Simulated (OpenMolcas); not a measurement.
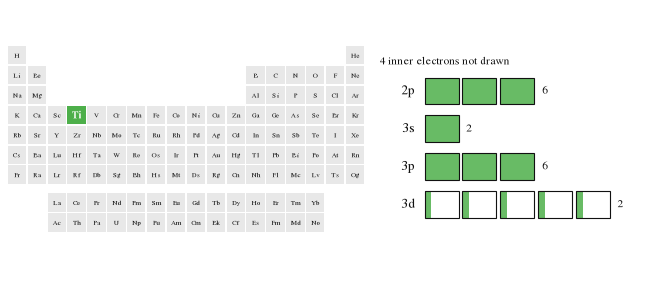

*Left, the place of titanium in the periodic table; right, the outer shells of the leading configuration of the lowest level: a box for each of the 2l + 1 orbitals, shaded by the share of the shell that is filled, with the electron count at the right.*

Multiconfigurational calculation, with input and output: Ti²⁺ complex

Ti²⁺ with 6 ligands (Cl and NH3; tetragonal octahedron, 2.62 Å), neutralised by 6 outer point charges of +0.33 e, whose field is part of the energies. Computed at this level: state-averaged CASSCF, active space 2 electrons in the shell 3d, basis ANO-RCC-VDZP on the metal and ANO-RCC-VDZP on the ligands, DKH2 scalar Hamiltonian, spin-orbit coupling by RASSI with atomic mean-field integrals (OpenMolcas).

The input:
```
&GATEWAY
Coord
13

Ti 0.0 0.0 0.0
Cl 2.620000 0.000000 0.000000
Cl 0.000000 2.620000 0.000000
Cl -2.620000 0.000000 0.000000
Cl 0.000000 -2.620000 0.000000
N 0.000000 0.000000 2.392060
H 0.945728 0.000000 2.774159
H -0.472864 0.819024 2.774159
H -0.472864 -0.819024 2.774159
N 0.000000 0.000000 -2.392060
H -0.945728 0.000000 -2.774159
H 0.472864 -0.819024 -2.774159
H 0.472864 0.819024 -2.774159
Basis=Ti.ANO-RCC-VDZP,Cl.ANO-RCC-VDZP,H.ANO-RCC-VDZP,N.ANO-RCC-VDZP
Group=XYZ
NoMove
AngMom=0.0 0.0 0.0
AMFI
RICD
XField
3 Angstrom 0
5.020000 0.000000 0.000000 0.333333
0.000000 5.020000 0.000000 0.333333
0.000000 0.000000 5.792060 0.333333
&SEWARD
&RASSCF
FileOrb=start.orb
Symmetry=1
Spin=3
nActEl=2 0 0
Inactive=26 29
Ras2=5 0
CIRoot=10 10 1
SDav=10
CIMx=300
Iter=150 100
PrWF=0.3
OrbListing=Nothing
MaxOrb=0
LevShft=1.0
>>> COPY $Project.JobIph JOB001
&RASSCF
FileOrb=start.orb
Symmetry=1
Spin=1
nActEl=2 0 0
Inactive=26 29
Ras2=5 0
CIRoot=15 15 1
SDav=15
CIMx=300
Iter=150 100
PrWF=0.3
OrbListing=Nothing
MaxOrb=0
LevShft=1.0
>>> COPY $Project.JobIph JOB002
&RASSI
NrOfJobIphs=2 10 15
1 2 3 4 5 6 7 8 9 10
1 2 3 4 5 6 7 8 9 10 11 12 13 14 15
IphNames
JOB001
JOB002
EJob
SpinOrbit
DIPRint=1.0
SOCoupling=1000.0
Subsets=2
Property=9
'ANGMOM' 1 'ANGMOM' 2 'ANGMOM' 3 'MLTPL  1' 1 'MLTPL  1' 2 'MLTPL  1' 3
'AMFI' 1 'AMFI' 2 'AMFI' 3
SOProperty=3
'ANGMOM' 1 'ANGMOM' 2 'ANGMOM' 3
```

The file start.orb holds starting orbitals from an earlier step. A driver script formed the levels outside the program, from RASSI's spin-orbit matrix and the active-space energies, averaged over the components of each term or state.

Command:
```bash
OMP_NUM_THREADS=1 MOLCAS_MEM=2457 MOLCAS_PROJECT=a pymolcas a.inp > a.log  # once for each step of the input, in one work folder
```

The program's output (extracts):
```
--- SEWARD ---
Basis set label: TI.ANO-RCC...5S4P2D1F.

      Electronic valence basis set:
      ------------------
      Associated Effective Charge  22.000000 au
      Associated Actual Charge     22.000000 au
      Nuclear Model: Point charge

      Shell  nPrim  nBasis  Cartesian Spherical Contaminant
         s      21       5        X
         p      15       4        X
         d      10       2                 X
         f       6       1                 X
                  Relativistic Douglas-Kroll-Hess integrals:
                    - DKH order of Hamiltonian: 2
                    - DKH order of Properties : 0
                  Atomic mean-field integrals
--- RASSCF ---
Wave function specifications:
      -----------------------------

      Number of closed shell electrons         110
      Number of electrons in active shells       2
      Max number of holes in RAS1 space          0
      Max nr of electrons in RAS3 space          0
      Number of inactive orbitals               55
      Number of active orbitals                  5
      Number of secondary orbitals             104
      Spin quantum number                      1.0
      State symmetry                             1
Orbital specifications:
      -----------------------

      Symmetry species                           1   2
                                                ag  au
      Frozen orbitals                            0   0
      Inactive orbitals                         26  29
      Active orbitals                            5   0
      RAS1 orbitals                              0   0
      RAS2 orbitals                              5   0
      RAS3 orbitals                              0   0
      Secondary orbitals                        49  55
      Deleted orbitals                           0   0
      Number of basis functions                 80  84
      Number of CSFs                            10
      Number of root(s) required                10
      Iter CI   SX   CI       RASSCF       Energy    max ROT     max BLB   max BLB  Level Ln srch  Step   QN
          iter iter root      energy       change     param      element    value   shift minimum  type update
 Nr of preliminary CI iterations:   1
      Total energies have been shifted. Add                -2000.00 au
        1   1   10    0  -809.65652176    0.00E+00  -4.01E-02   20  42 1  1.08E-01*  0.97   0.00    SX    NO
        2   1   10    0  -809.69948705   -4.30E-02* -2.57E-02   23  31 1 -6.57E-02*  1.00   0.00    SX    NO
        3   1    9    0  -809.71228502   -1.28E-02* -1.69E-02   23  31 1 -4.36E-02*  1.01   0.00    SX    NO
        4   1    9    0  -809.71707326   -4.79E-03* -1.11E-02   23  31 1 -2.88E-02*  1.02   0.00    SX    NO
        5   1    9    0  -809.71905676   -1.98E-03* -1.56E-02   23  31 1 -1.91E-02*  1.02   2.50    LS   YES
        6   1    9    0  -809.72045069   -1.39E-03* -6.07E-03   20  32 1 -6.19E-03*  1.02   1.35    QN   YES
        7   1    8    0  -809.72064630   -1.96E-04* -1.81E-03   20  42 1 -2.53E-03*  1.02   1.30    QN   YES
        8   1    8    0  -809.72068813   -4.18E-05* -9.32E-04   20  42 1 -1.35E-03*  1.02   1.52    LS   YES
        9   1    7    0  -809.72069361   -5.47E-06*  7.98E-04   21  29 1  1.34E-03*  1.02   1.00    QN   YES
       10   1    7    0  -809.72070062   -7.01E-06*  5.65E-04   20  38 1 -6.24E-04*  1.02   1.71    LS   YES
       11   1    7    0  -809.72070208   -1.46E-06*  3.00E-04   20  38 1 -4.89E-04*  1.02   1.00    QN   YES
       12   1    7    0  -809.72070312   -1.04E-06*  4.48E-04   20  38 1 -2.86E-04*  1.02   2.50    LS   YES
       13   1    6    0  -809.72070368   -5.63E-07* -4.13E-05   20  68 1  1.37E-04*  1.02   0.97    QN   YES
       14   1    6    0  -809.72070378   -1.04E-07* -5.08E-05   20  39 1 -7.92E-05   1.02   2.23    LS   YES
       15   1    6    0  -809.72070382   -4.25E-08*  1.84E-05    6  32 2  3.94E-05   1.02   0.95    QN   YES
       16   1    5    0  -809.72070383   -1.03E-08*  2.23E-05   26  43 2 -2.21E-05   1.02   2.50    QN   YES
       17   1    5    0  -809.72070384   -5.51E-09   6.89E-06   21  38 1  1.09E-05   1.02   1.16    QN   YES
      Convergence after 17 iterations
       18   1    5    0  -809.72070384   -5.92E-10   6.89E-06   21  39 1  6.84E-06   1.02   1.16    QN   YES
      Natural orbitals and occupation numbers for root  1
      sym 1:   0.074950   0.925050  -0.000000   0.925050   0.074950
      Natural orbitals and occupation numbers for root  2
      sym 1:   0.917057   0.082943   0.082943   0.917057  -0.000000
      Natural orbitals and occupation numbers for root  3
      sym 1:   0.916930   0.916930   0.083070   0.083070  -0.000000
::    RASSCF root number  1 Total energy:  -2809.76440602
::    RASSCF root number  2 Total energy:  -2809.76075217
::    RASSCF root number  3 Total energy:  -2809.76075114
::    RASSCF root number  4 Total energy:  -2809.73354003
::    RASSCF root number  5 Total energy:  -2809.73353775
::    RASSCF root number  6 Total energy:  -2809.72510195
::    RASSCF root number  7 Total energy:  -2809.69418070
::    RASSCF root number  8 Total energy:  -2809.67867972
::    RASSCF root number  9 Total energy:  -2809.67804933
::    RASSCF root number 10 Total energy:  -2809.67803960
--- RASSCF ---
Wave function specifications:
      -----------------------------

      Number of closed shell electrons         110
      Number of electrons in active shells       2
      Max number of holes in RAS1 space          0
      Max nr of electrons in RAS3 space          0
      Number of inactive orbitals               55
      Number of active orbitals                  5
      Number of secondary orbitals             104
      Spin quantum number                      0.0
      State symmetry                             1
Orbital specifications:
      -----------------------

      Symmetry species                           1   2
                                                ag  au
      Frozen orbitals                            0   0
      Inactive orbitals                         26  29
      Active orbitals                            5   0
      RAS1 orbitals                              0   0
      RAS2 orbitals                              5   0
      RAS3 orbitals                              0   0
      Secondary orbitals                        49  55
      Deleted orbitals                           0   0
      Number of basis functions                 80  84
      Number of CSFs                            15
      Number of root(s) required                15
      Iter CI   SX   CI       RASSCF       Energy    max ROT     max BLB   max BLB  Level Ln srch  Step   QN
          iter iter root      energy       change     param      element    value   shift minimum  type update
 Nr of preliminary CI iterations:   1
      Total energies have been shifted. Add                -2000.00 au
        1   1   10    0  -809.66564340    0.00E+00  -1.06E-02   29  35 1 -7.48E-03*  0.94   0.00    SX    NO
        2   1   10    0  -809.66627765   -6.34E-04*  4.88E-03   15  42 2 -5.35E-03*  0.93   0.00    SX    NO
        3   1    9    0  -809.66647303   -1.95E-04* -2.95E-03   22  31 1 -2.97E-03*  0.93   0.00    SX    NO
        4   1    9    0  -809.66654872   -7.57E-05* -1.88E-03   22  31 1 -2.16E-03*  0.93   0.00    SX    NO
        5   1    9    0  -809.66658103   -3.23E-05* -2.77E-03   22  31 1 -1.54E-03*  0.92   2.50    LS   YES
        6   1    8    0  -809.66660539   -2.44E-05*  1.91E-03   22  31 1 -6.33E-04*  0.92   1.38    QN   YES
        7   1    8    0  -809.66661030   -4.91E-06*  1.92E-03   29  38 1 -2.70E-04*  0.92   1.53    QN   YES
        8   1    8    0  -809.66661290   -2.60E-06*  1.80E-03   22  31 1  1.72E-04*  0.92   1.74    QN   YES
        9   1    8    0  -809.66661441   -1.51E-06* -7.13E-04   22  31 1  2.62E-04*  0.92   1.38    QN   YES
       10   1    7    0  -809.66661483   -4.25E-07* -4.82E-04   22  31 1  1.66E-04*  0.92   1.49    QN   YES
       11   1    7    0  -809.66661499   -1.54E-07* -2.89E-04   22  31 1  5.11E-05   0.92   1.44    QN   YES
       12   1    6    0  -809.66661504   -4.81E-08* -1.66E-04   29  32 1 -2.67E-05   0.92   1.43    QN   YES
       13   1    6    0  -809.66661505   -1.42E-08*  9.36E-05   22  31 1 -1.93E-05   0.92   1.45    QN   YES
       14   1    5    0  -809.66661506   -4.49E-09   5.64E-05   22  31 1 -1.23E-05   0.92   1.46    QN   YES
      Convergence after 14 iterations
       15   1    5    0  -809.66661506   -1.39E-09   5.64E-05   17  31 2 -5.40E-06   0.92   1.46    QN   YES
      Natural orbitals and occupation numbers for root  1
      sym 1:   0.069018   0.930982   0.069018   0.930982   0.000000
      Natural orbitals and occupation numbers for root  2
      sym 1:   0.000002   0.972077   0.026753   0.974519   0.026650
      Natural orbitals and occupation numbers for root  3
      sym 1:   0.872872   0.872872   0.000000   0.127128   0.127128
::    RASSCF root number  1 Total energy:  -2809.71186512
::    RASSCF root number  2 Total energy:  -2809.71073258
::    RASSCF root number  3 Total energy:  -2809.70909408
::    RASSCF root number  4 Total energy:  -2809.70909022
::    RASSCF root number  5 Total energy:  -2809.70566862
::    RASSCF root number  6 Total energy:  -2809.67132646
::    RASSCF root number  7 Total energy:  -2809.67132462
::    RASSCF root number  8 Total energy:  -2809.66315035
::    RASSCF root number  9 Total energy:  -2809.66265244
::    RASSCF root number 10 Total energy:  -2809.65805585
::    RASSCF root number 11 Total energy:  -2809.65760023
::    RASSCF root number 12 Total energy:  -2809.65758574
::    RASSCF root number 13 Total energy:  -2809.63273033
::    RASSCF root number 14 Total energy:  -2809.63227720
::    RASSCF root number 15 Total energy:  -2809.54607201
--- RASSI ---
SPIN-FREE ENERGIES:
  (Shifted by EMIN (a.u.) =      -2809.7644060207)

 SF State       Relative EMIN(au)   Rel lowest level(eV)    D:o, cm**(-1)

     1             0.0000000000        0.0000000000              0.0000
     2             0.0036538507        0.0994263421            801.9275
     3             0.0036548792        0.0994543284            802.1533
     4             0.0308659894        0.8399063582           6774.3016
     5             0.0308682674        0.8399683465           6774.8016
     6             0.0393040718        1.0695182790           8626.2467
    11             0.0525408978        1.4297106629          11531.3942
    12             0.0536734384        1.4605286633          11779.9581
    13             0.0553119406        1.5051145787          12139.5678
    14             0.0553158027        1.5052196722          12140.4154
    15             0.0587374034        1.5983261706          12891.3700
     7             0.0702253232        1.9109283941          15412.6769
     8             0.0857263052        2.3327316028          18814.7492
     9             0.0863566943        2.3498853640          18953.1037
    10             0.0863664177        2.3501499499          18955.2377
    16             0.0930795599        2.5328238557          20428.6021
    17             0.0930813991        2.5328739028          20429.0058
    18             0.1012556667        2.7553070549          22223.0501
    19             0.1017535840        2.7688560755          22332.3303
    20             0.1063501682        2.8939355055          23341.1640
    21             0.1068057935        2.9063337012          23441.1622
    22             0.1068202833        2.9067279885          23444.3423
    23             0.1316756864        3.5830779626          28899.4727
    24             0.1321288229        3.5954084340          28998.9247
    25             0.2183340130        5.9411711572          47918.7770
     Dipole printing threshold changed to   1.00000000E+00
Eigenvalues of complex Hamiltonian:
   -----------------------------------
  (Shifted by EMIN (a.u.) =      -2809.7644060207)

 SO State       Relative EMIN(au)   Rel lowest level(eV)    D:o, cm**(-1)

     1            -0.0000928294        0.0000000000              0.0000
     2            -0.0000501275        0.0011619783              9.3720
     3            -0.0000501032        0.0011626397              9.3773
     4             0.0032280963        0.0903669903            728.8589
     5             0.0032443774        0.0908100242            732.4322
     6             0.0036815384        0.1027057809            828.3780
     7             0.0036825686        0.1027338135            828.6041
     8             0.0040396073        0.1124493307            906.9650
     9             0.0041080155        0.1143108131            921.9789
    10             0.0307308050        0.8387538199           6765.0058
    11             0.0307547969        0.8394066750           6770.2714
    12             0.0308538444        0.8421018942           6792.0098
    13             0.0308561225        0.8421638837           6792.5098
    14             0.0309881984        0.8457578517           6821.4971
    15             0.0310012038        0.8461117469           6824.3515
    16             0.0392914128        1.0716998275           8643.8420
    17             0.0392914151        1.0716998876           8643.8425
    18             0.0393205480        1.0724926349           8650.2365
    19             0.0525491937        1.4324624233          11553.5886
    20             0.0536672928        1.4628874500          11798.9830
    21             0.0553254188        1.5080073557          12162.8996
    22             0.0553292105        1.5081105342          12163.7318
    23             0.0587263287        1.6005508286          12909.3130
    24             0.0702327652        1.9136569183          15434.6840
    25             0.0702327703        1.9136570548          15434.6851
    26             0.0702330194        1.9136638358          15434.7397
    27             0.0855113550        2.3294085250          18787.9468
    28             0.0856430093        2.3329910208          18816.8416
    29             0.0856441161        2.3330211396          18817.0845
    30             0.0861143046        2.3458156207          18920.2790
    31             0.0863237584        2.3515151485          18966.2487
    32             0.0864385694        2.3546393153          18991.4469
    33             0.0864475727        2.3548843082          18993.4229
    34             0.0866116373        2.3593487329          19029.4309
    35             0.0866182325        2.3595281956          19030.8783
    36             0.0931036294        2.5360048373          20454.2584
    37             0.0931054580        2.5360545946          20454.6598
    38             0.1012663691        2.7581242987          22245.7727
    39             0.1017714868        2.7718692527          22356.6332
    40             0.1063534111        2.8965497632          23362.2494
    41             0.1068094887        2.9089602668          23462.3468
Weights of the five most important spin-orbit-free states for each spin-orbit state.

 SO State  Total energy (au)           Spin-free states, spin, and weights
 -------------------------------------------------------------------------------------------------------
    1        -0.000093       1 1.0  0.9824    2 1.0  0.0084    3 1.0  0.0084    5 1.0  0.0003    4 1.0  0.0003
    2        -0.000050       1 1.0  0.9894    2 1.0  0.0103    5 1.0  0.0003   14 0.0  0.0000   21 0.0  0.0000
    3        -0.000050       1 1.0  0.9894    3 1.0  0.0102    4 1.0  0.0003   13 0.0  0.0000   22 0.0  0.0000
    4         0.003228       2 1.0  0.5001    3 1.0  0.4990    6 1.0  0.0004    5 1.0  0.0002    4 1.0  0.0002
    5         0.003244       2 1.0  0.5004    3 1.0  0.4991    4 1.0  0.0002    5 1.0  0.0002   11 0.0  0.0001
    6         0.003682       2 1.0  0.9895    1 1.0  0.0103    6 1.0  0.0002   14 0.0  0.0000   16 0.0  0.0000
    7         0.003683       3 1.0  0.9895    1 1.0  0.0103    6 1.0  0.0002   13 0.0  0.0000   17 0.0  0.0000
    8         0.004040       3 1.0  0.5005    2 1.0  0.4992    5 1.0  0.0002    4 1.0  0.0002   20 0.0  0.0000
    9         0.004108       3 1.0  0.4919    2 1.0  0.4908    1 1.0  0.0170    5 1.0  0.0001    4 1.0  0.0001
   10         0.030731       4 1.0  0.5037    5 1.0  0.4948   11 0.0  0.0008    7 1.0  0.0004    2 1.0  0.0002
   11         0.030755       4 1.0  0.5041    5 1.0  0.4949    6 1.0  0.0006    2 1.0  0.0001    3 1.0  0.0001
   12         0.030854       4 1.0  0.9988   13 0.0  0.0004    6 1.0  0.0004    1 1.0  0.0003    7 1.0  0.0002
```

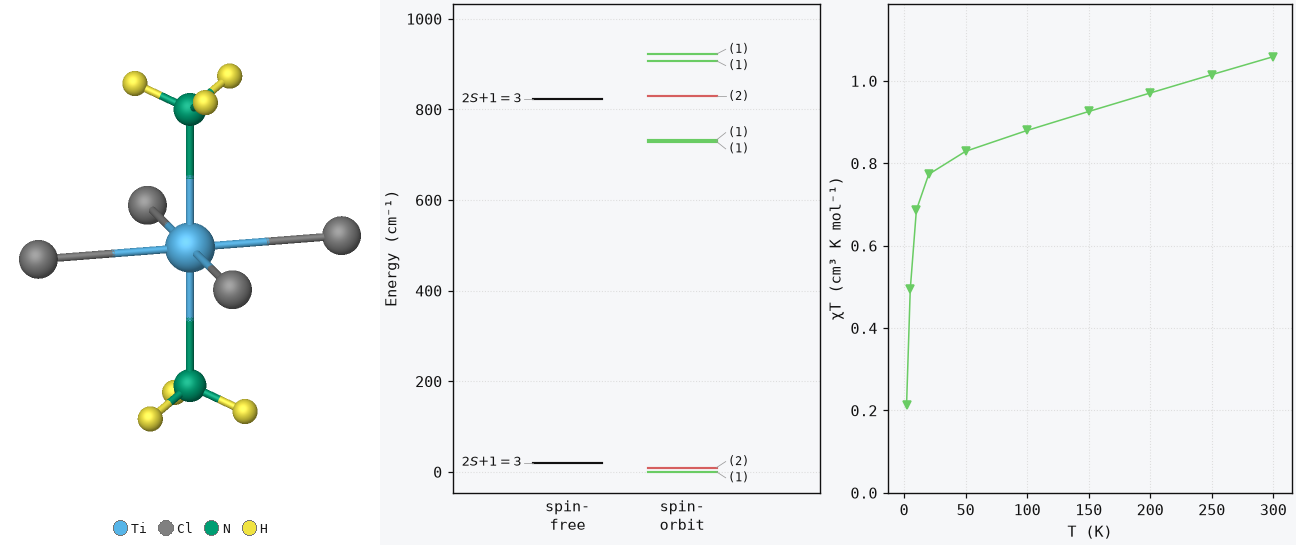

*Ti²⁺ (3d²) with 6 ligands, Cl⁻ with axial NH₃, at 2.62 Å (arrangement: tetragonal octahedron, Ci), axial distortion 0.913, neutralised by outer point charges of +0.33 e, and its levels and susceptibility. Labels give the representation in O, Td, D4 or D3 as the site allows (double group for half-integer spin) where it could be assigned and, in brackets, the degeneracy; spin-free states, where drawn, share the zero of the spin-orbit levels. Powder susceptibility by Van Vleck's formula.*

The ground level is non-degenerate, 100 % from states of spin multiplicity 3. The next level lies at 9.4 cm⁻¹. χT is 0.212 cm³ K mol⁻¹ at 2 K and 1.06 at 300 K, an effective moment of 2.91 μB. The active orbitals hold 92 to 97 % metal character (Löwdin), and the Mulliken charge of the metal is +1.33.

Key numbers:

- outcome: converged
- energy of the lowest spin-free term: −2809.76441 hartree
- energy of the lowest spin-orbit level: −2809.76450 hartree
- largest spread among components of a term: 0.4 cm⁻¹
- hardware: 1 thread of Arm Neoverse V1, 24 GiB of memory available, shared host
- wall time: 32 s
- peak memory: 0.18 GiB

Notes:

Without dynamic correlation the splittings between terms come out too large, often by 20 to 50 %. To bear in mind: distances are set from ionic radii, not optimised.
